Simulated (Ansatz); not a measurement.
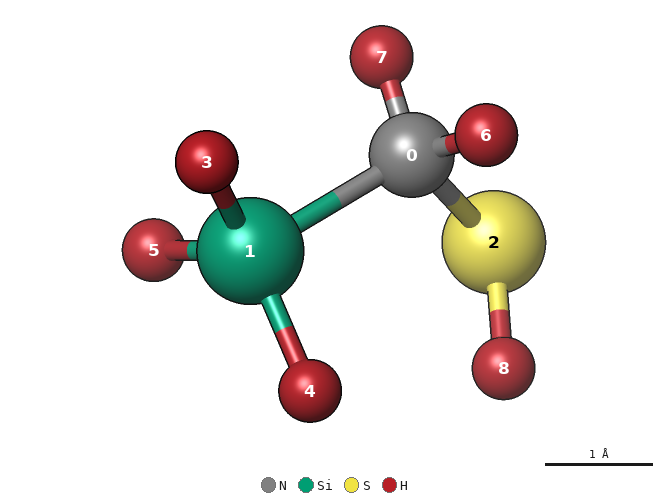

Starting geometry of the run. Atoms are numbered from 0, in the order of the input.

The calculation was set up as follows.

```yaml
crystal:
  periodic: [false, false, false]
  atoms:
    - {symbol: N, position_ang: [-0.090438, -0.748746, 0.134047]}
    - {symbol: Si, position_ang: [-0.362586, 0.942189, -0.655158]}
    - {symbol: S, position_ang: [0.586944, -0.666949, 1.784313]}
    - {symbol: H, position_ang: [-0.865534, 0.604486, -1.999699]}
    - {symbol: H, position_ang: [0.994809, 1.514056, -0.625660]}
    - {symbol: H, position_ang: [-1.334506, 1.564668, 0.256647]}
    - {symbol: H, position_ang: [0.484023, -1.367800, -0.442878]}
    - {symbol: H, position_ang: [-0.991982, -1.223133, 0.236087]}
    - {symbol: H, position_ang: [1.610478, 0.128581, 1.421939]}
basis:
  gaussian: {orbitals: def2-TZVPP}
total_charge: 1
hamiltonian: {xc: {name: B3LYP}, dispersion: d4}
```

Command:

```sh
ansatz run in.yaml --threads 2 --pin off --events-out ev --progress --plain --max-ram 4352MiB
```

Output:

```
Functional definition: B3LYP
  name "B3LYP"
  cite "Stephens, Devlin, Chabalowski & Frisch, J. Phys. Chem. 98, 11623 (1994) doi:10.1021/j100096a001"
  cite "Becke, Phys. Rev. A 38, 3098 (1988) doi:10.1103/PhysRevA.38.3098"
  cite "Lee, Yang & Parr, Phys. Rev. B 37, 785 (1988) doi:10.1103/PhysRevB.37.785"
  cite "Vosko, Wilk & Nusair, Can. J. Phys. 58, 1200 (1980) doi:10.1139/p80-159"
  parameter a0 = 0.2
  parameter ax = 0.72
  parameter ac = 0.81
  exchange = (1 - a0 - ax)*slater_x + ax*b88_x + a0*exact_x
  correlation = (1 - ac)*vwn_rpa_c + ac*lyp_c
1096 factors; their error is unknown
mean field evaluation 1: about -20286.0431 eV, gradient 7.3e1 eV
mean field evaluation 2: about -20269.1501 eV, gradient 1.1e2 eV
mean field evaluation 4: about -20295.8932 eV, gradient 4.7e0 eV
mean field evaluation 8: about -20295.9373 eV, gradient 3.8e-2 eV
mean field -20295.95226666 eV, -745.8624887093 hartree, gradient 8.7e-5 eV, S^2 0.000000; 0 other end points of the search recorded, 0 dependent functions left out
reference -20295.95252242 eV, -745.8624981082 hartree; 21, 21 occupied and 178, 178 virtual orbitals, 1096 factors
Total energy: -20296.20160365 eV, -745.8716516746 hartree
```
